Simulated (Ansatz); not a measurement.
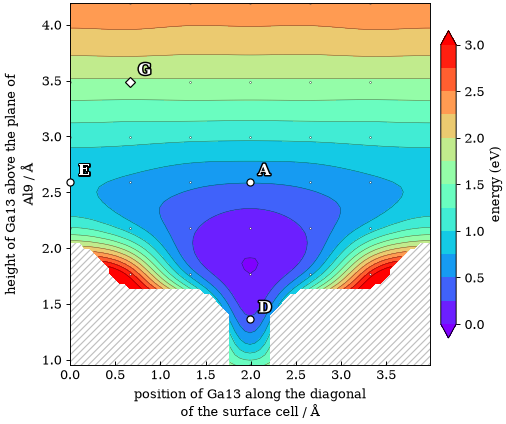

Ga on an Al(100) slab cut from the Fm-3m phase, its upper half relaxed before the scan (12 atoms of substrate and one adsorbate in a 2 × 2 cell). Ga is moved along a line over the surface and along the normal, above a rigid substrate. Coordinates scanned: (1) position of Ga13 along the diagonal of the surface cell, from above Al9; (2) height of Ga13 above the plane of Al9. Grid: 6 × 8 points; 25 points were computed and 12 follow by symmetry. At 11 points there is no value (left out of the scan, as a rule where atoms come close). Points are written as (first, second). Energies are in eV, from the lowest grid point. The calculation used Ansatz, DFT LDA, scalar-relativistic, plane waves, PAW. Settings: cutoff 420 eV, k-mesh 5×5×1, gaussian smearing 0.1 eV, spin-polarised.

The picture shows filled contours, dots at the grid points, one colour for all values above the top of the scale, hatched blanks where no value was computed, lettered points. Between grid points the surface is interpolated.

**Is G the lowest point of the computed grid?**

No. G lies 1.71 eV above the lowest grid point, which is at (1.99 Å, 1.77 Å) [nearest 4 Al at 2.66 Å].

**What kind of point is each of A, E, G: minimum, saddle, maximum or slope?**

A: on a slope; E: saddle point; G: on a slope. (In these two coordinates alone; a stationary point may lie a little off the grid point.)

**Rank the lettered points by energy, lowest first.**

D (0.29 eV), A (0.51 eV), E (0.79 eV), G (1.71 eV).

PAW datasets: the set soft_1.
